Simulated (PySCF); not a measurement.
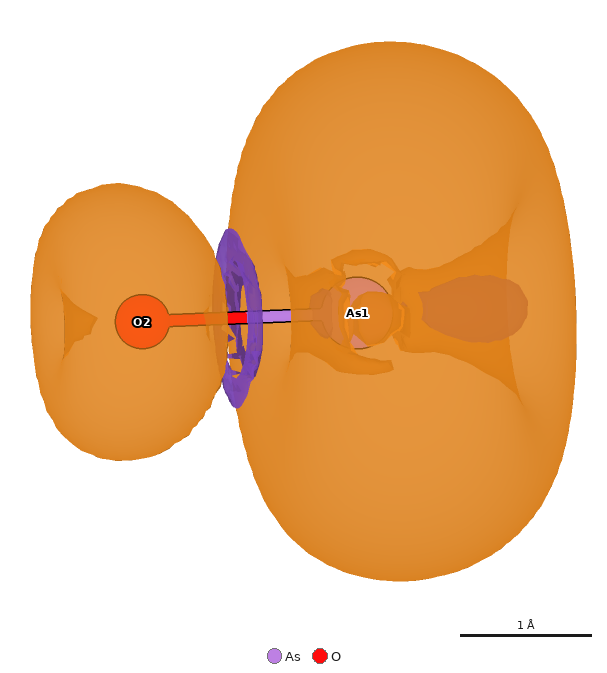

AsO (charge −1, triplet). Isosurfaces of the spin density at +0.015 (orange) and −0.015 e/Å³ (purple), seen from one side.

These are results of PBE0/def2-TZVPPD, non-relativistic Hamiltonian with scalar-relativistic core potentials where named, at a bond length of 1.691 Å in PySCF, not measurements.

Where is the unpaired spin?

Answer. The unpaired spin (2 electrons) lies mostly on As1 (about 1.5) and O2 (about 0.5), in electrons by Hirshfeld's partition.
